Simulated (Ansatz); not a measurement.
# Calculations on C3H9BN2

Part 1: Relaxation

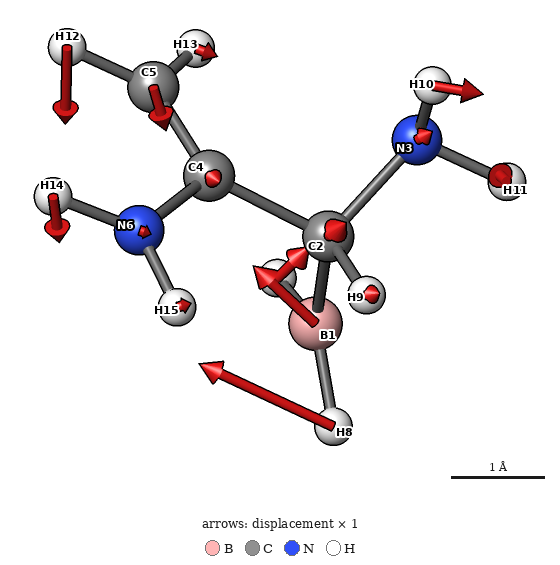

This is a relaxation of C3H9BN2. The starting structure is drawn; red arrows show the displacements, at their true length. The two geometries are superimposed by the best rigid fit.

The picture is a ball-and-stick view, seen at a tilt.

The run prepares an end point of a later path (inversion) calculation, from a guessed geometry.

All numbers below come from Ansatz 0.2.0, RKS PBE0-D4/def2-SVP.

Input
```yaml
crystal:
  periodic: [false, false, false]
  atoms:
    - { symbol: B, position_ang: [0.2976, -1.9057, -0.2362] }
    - { symbol: C, position_ang: [0.2711, -0.4752, 0.5428] }
    - { symbol: "N", position_ang: [1.6242, -0.0542, 0.7736] }
    - { symbol: C, position_ang: [-0.4054, 0.5923, -0.2421] }
    - { symbol: C, position_ang: [0.0549, 1.1416, -1.3453] }
    - { symbol: "N", position_ang: [-1.8035, 0.9607, 0.1684] }
    - { symbol: H, position_ang: [0.7774, -1.9447, -1.3107] }
    - { symbol: H, position_ang: [-0.2386, -2.788, 0.2216] }
    - { symbol: H, position_ang: [-0.225, -0.6175, 1.5648] }
    - { symbol: H, position_ang: [1.6398, 0.8435, 1.3479] }
    - { symbol: H, position_ang: [2.0995, -0.7565, 1.4405] }
    - { symbol: H, position_ang: [-0.4791, 1.8988, -1.8743] }
    - { symbol: H, position_ang: [0.9933, 0.9022, -1.6886] }
    - { symbol: H, position_ang: [-2.379, 1.6742, -0.3365] }
    - { symbol: H, position_ang: [-2.249, 0.4779, 1.0036] }
basis:
  gaussian: { orbitals: def2-SVP }
hamiltonian:
  xc: pbe0
  dispersion: d4
relax:
  f_tol: 0.015
  max_steps: 40
```

Launched with:
```bash
ansatz run input.yaml --threads 2 --pin off --max-ram 3072MiB --backend cpu --events-out ev --progress --plain --runs-dir out
```

### What did the optimiser do to the structure, and how much energy did it gain?

The energy falls by 42.2 kcal/mol in 18 accepted moves (21 points after the start). Largest force component: 5.4 eV/Å at the start, 0.013 eV/Å at the end. The line search rejected the trial steps at points 16, 18, 20 of the run. H8 moves most after the best rigid fit: 1.65 Å. Largest moves by element: H 1.65 Å, B 0.98 Å, C 0.59 Å, N 0.24 Å. Near-neighbour distances that change, for instance: B1–C5 3.252 → 1.748 Å, B1–C4 2.595 → 1.821 Å, C4–N6 1.503 → 1.351 Å, C4–C5 1.316 → 1.422 Å. New bonds form, among them: B1–C5 (3.25 → 1.75 Å). Bond angles that change, for instance: B1–C2–C4 112.7° → 69.4°, C2–C4–C5 125.7° → 111.2°, C2–B1–H7 118.2° → 106.9°. Cost: 61 s on 2 threads of INTEL(R) XEON(R) PLATINUM 8581C CPU @ 2.30GHz (Emerald Rapids), with other jobs on the host, peak memory 0.37 GiB.

Part 2: Relaxation

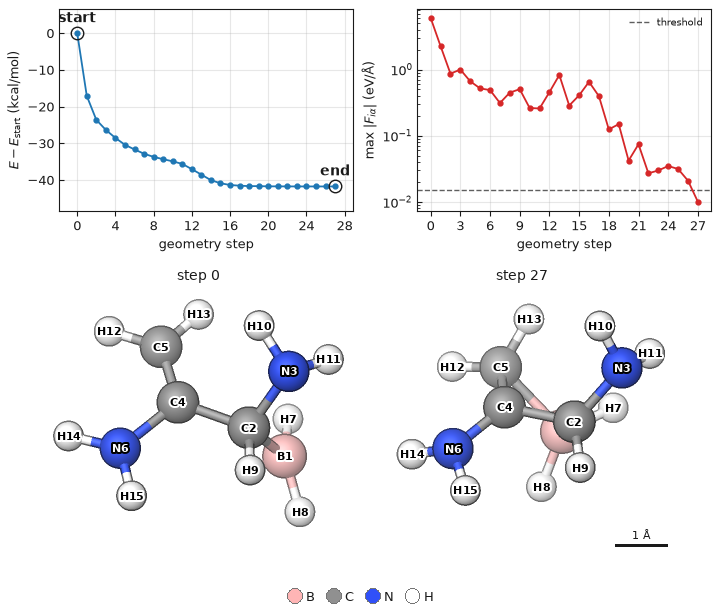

First and last geometry of a relaxation of C₃H₉BN₂, with the history of the run. Style: ball-and-stick. Shown at a tilt.

The run prepares an end point of a later path (inversion) calculation, from a guessed geometry.

These are results of RKS PBE0-D4/def2-SVP (Ansatz), not measurements.

Input
```yaml
crystal:
  periodic: [false, false, false]
  atoms:
    - { symbol: B, position_ang: [0.2976, -1.9057, -0.2362] }
    - { symbol: C, position_ang: [0.2711, -0.4752, 0.5428] }
    - { symbol: "N", position_ang: [1.6242, -0.0542, 0.7736] }
    - { symbol: C, position_ang: [-0.4054, 0.5923, -0.2421] }
    - { symbol: C, position_ang: [0.0549, 1.1416, -1.3453] }
    - { symbol: "N", position_ang: [-1.8035, 0.9607, 0.1684] }
    - { symbol: H, position_ang: [0.7774, -1.9447, -1.3107] }
    - { symbol: H, position_ang: [-0.2386, -2.788, 0.2216] }
    - { symbol: H, position_ang: [-0.225, -0.6175, 1.5648] }
    - { symbol: H, position_ang: [1.82075, 0.85855, 0.25961] }
    - { symbol: H, position_ang: [2.29284, -0.74042, 0.2777] }
    - { symbol: H, position_ang: [-0.4791, 1.8988, -1.8743] }
    - { symbol: H, position_ang: [0.9933, 0.9022, -1.6886] }
    - { symbol: H, position_ang: [-2.379, 1.6742, -0.3365] }
    - { symbol: H, position_ang: [-2.249, 0.4779, 1.0036] }
basis:
  gaussian: { orbitals: def2-SVP }
hamiltonian:
  xc: pbe0
  dispersion: d4
relax:
  f_tol: 0.015
  max_steps: 40
```

Launched with:
```bash
ansatz run input.yaml --threads 2 --pin off --max-ram 3072MiB --backend cpu --events-out ev --progress --plain --runs-dir out
```

Did the run converge, and what did it change?

Answer. It converged. The largest move after the best rigid fit is that of H8, 1.70 Å. By element the largest moves are H 1.70 Å, B 1.01 Å, C 0.63 Å, N 0.23 Å. Some distances before and after: B1–C5 3.252 → 1.741 Å, B1–C4 2.595 → 1.817 Å, C4–N6 1.503 → 1.350 Å, C4–C5 1.316 → 1.428 Å. New bonds form, among them: B1–C5 (3.25 → 1.74 Å). Bond angles that change, for instance: B1–C2–C4 112.7° → 68.9°, C2–C4–C5 125.7° → 111.8°, N3–C2–C4 107.6° → 121.5°. Over 27 geometry steps the energy falls by 41.7 kcal/mol. Largest force component: 6 eV/Å at the start, 0.01 eV/Å at the end. The run took 80 s on 2 threads of INTEL(R) XEON(R) PLATINUM 8581C CPU @ 2.30GHz (Emerald Rapids), on a shared host, peak memory 0.36 GiB.

| step | E − E(0), kcal/mol | largest force component, eV/Å |
| --- | --- | --- |
| 0 | 0.00 | 6.0094 |
| 1 | -17.05 | 2.2589 |
| 2 | -23.58 | 0.8676 |
| 3 | -26.33 | 0.9990 |
| 4 | -28.51 | 0.6638 |
| 5 | -30.38 | 0.5188 |
| 6 | -31.65 | 0.4897 |
| 7 | -32.81 | 0.3124 |
| 8 | -33.67 | 0.4491 |
| 9 | -34.29 | 0.5048 |
| 10 | -34.88 | 0.2630 |
| 11 | -35.58 | 0.2581 |
| 12 | -37.01 | 0.4555 |
| 13 | -38.50 | 0.8261 |
| 14 | -40.01 | 0.2859 |
| 15 | -40.84 | 0.4079 |
| 16 | -41.32 | 0.6517 |
| 17 | -41.51 | 0.3962 |
| 18 | -41.63 | 0.1248 |
| 19 | -41.63 | 0.1497 |
| 20 | -41.69 | 0.0423 |
| 21 | -41.69 | 0.0744 |
| 22 | -41.71 | 0.0271 |
| 23 | -41.71 | 0.0299 |
| 24 | -41.72 | 0.0349 |
| 25 | -41.72 | 0.0315 |
| 26 | -41.72 | 0.0210 |
| 27 | -41.72 | 0.0101 |

Part 3: Path

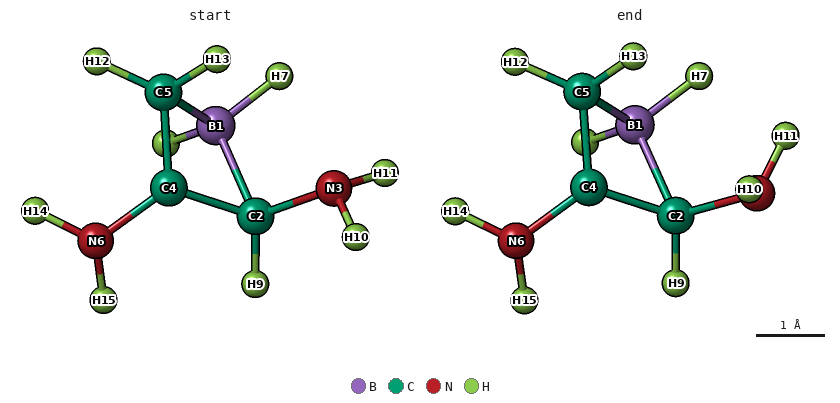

The two relaxed end points of a path for C$_{3}$H$_{9}$BN$_{2}$. The picture is a ball-and-stick view, seen at a tilt.

The calculation used Ansatz 0.2.0, RKS PBE0-D4/def2-SVP.

Settings: 9 movable images; climbing image; force threshold 0.05 eV/Å; iteration limit 52.

Start:
```xyz
15

B     0.0388   -1.0389   -0.6381
C     0.3478   -0.2315    0.8582
N     1.7465    0.0556    0.9386
C    -0.4614    0.5947   -0.0071
C     0.0160    0.5586   -1.3465
N    -1.7463    0.8720    0.3048
H     1.0718   -1.5838   -0.9646
H    -1.0011   -1.6627   -0.7012
H    -0.1714   -0.5626    1.7757
H     1.9684    0.6293    1.7494
H     2.2901   -0.8008    0.9961
H    -0.6594    0.8756   -2.1466
H     1.0703    0.8015   -1.4844
H    -2.4082    0.9838   -0.4529
H    -2.1239    0.4585    1.1484
```

End:
```xyz
15

B     0.0377   -1.0600   -0.5954
C     0.2799   -0.3158    0.9583
N     1.6698   -0.1113    1.2336
C    -0.4485    0.5575    0.0742
C     0.1010    0.5549   -1.2440
N    -1.7408    0.8655    0.3151
H     1.0748   -1.6341   -0.8582
H    -1.0103   -1.6494   -0.7602
H    -0.3071   -0.6662    1.8225
H     1.9458    0.8653    1.2215
H     2.2740   -0.6425    0.6163
H    -0.5259    0.9186   -2.0635
H     1.1607    0.7955   -1.3409
H    -2.3532    1.0270   -0.4747
H    -2.1797    0.4443    1.1249
```

**Predict the minimum-energy path and its barrier.**

Forward barrier 3.31 kcal/mol, backward barrier 1.40 kcal/mol, with image 7 at the top; the reaction energy is +1.90 kcal/mol. The motion is an umbrella inversion at N3. No bond forms or breaks between the ends. Among the angles between lasting bonds that change up to the highest image: H10–N3–H11 108.3° → 118.4°, C2–N3–H10 111.8° → 121.2°. The band converged in 30 iterations. The largest component of the band force went from 5.7 to 0.04 eV/Å. The climbing image converged on the top of the path. Its vibrational analysis gives one imaginary mode (553i cm⁻¹), as a transition state must have.

Energies of the converged images:

```csv
image,path (Å),E (kcal/mol)
0,0.00,0.00
1,0.09,0.05
2,0.17,0.25
3,0.26,0.70
4,0.34,1.45
5,0.43,2.34
6,0.51,3.05
7,0.60,3.31
8,0.77,2.59
9,0.94,1.96
10,1.10,1.90
```

The geometry at the top of the path:

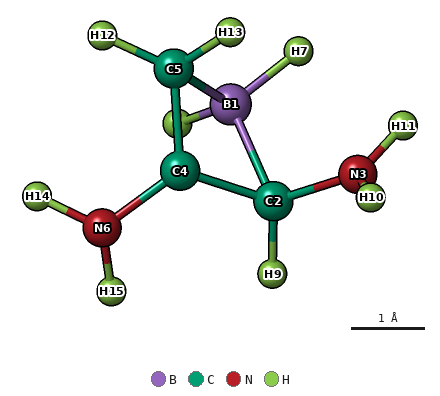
